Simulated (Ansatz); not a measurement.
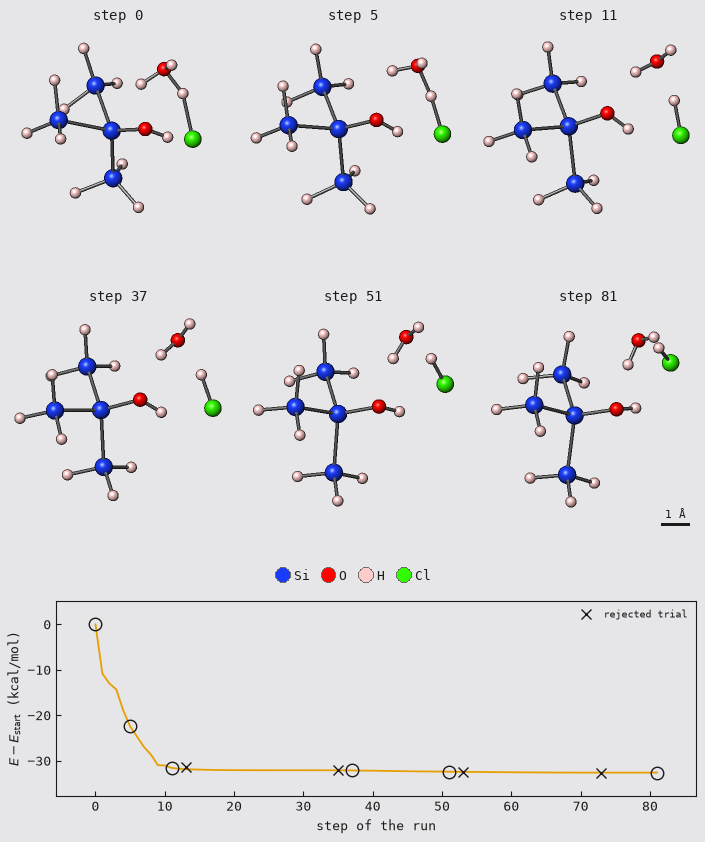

Frames of a relaxation of Si4H13O2Cl (started from a transition state, displaced along its imaginary mode), marked on the history of the run. Style: ball-and-stick. Shown at a tilt.

Method: RKS PBE0-D4/def2-TZVP in Ansatz 0.2.0. Set-up: force threshold 0.005 eV/Å; at most 200 steps.

Question: What happens along the run?

Answer: The Cl atom moves most after the best rigid fit: 2.21 Å. By element the largest moves are Cl 2.21 Å, H 1.70 Å, O 1.42 Å, Si 0.85 Å. Near-neighbour distances that change, for instance: Cl–Si 3.287 → 5.637 Å, H–Si 1.948 → 3.970 Å, Cl–Si 3.249 → 4.223 Å, H–Si 2.156 → 3.044 Å. Bonds break: H–O (1.17 → 1.64 Å). Among the angles between lasting bonds that change: Si–Si–H 82.1° → 107.3°, Si–Si–O 128.0° → 111.8°, Si–Si–Si 93.0° → 108.8°. Groups turn about Si–Si by about 50°, O–Si by about 30°, Si–Si by about 20°. After 77 accepted moves (81 points after the start) the energy has fallen by 32.6 kcal/mol. Largest force component: 2.7 eV/Å at the start, 0.0025 eV/Å at the end. The line search rejected the trial steps at points 13, 35, 53, 73 of the run. The forces were under the threshold at step 77, but the run went on from there. From step 0 to 5: an H atom moves most (0.79 Å), energy −22.4 kcal/mol. From step 5 to 11: an H atom moves most (0.71 Å), energy −9.13 kcal/mol. From step 11 to 37: an H atom moves most (0.60 Å), energy −0.54 kcal/mol. From step 37 to 51: the Cl atom moves most (0.96 Å), energy −0.29 kcal/mol. From step 51 to 81: the Cl atom moves most (0.83 Å), energy −0.20 kcal/mol.
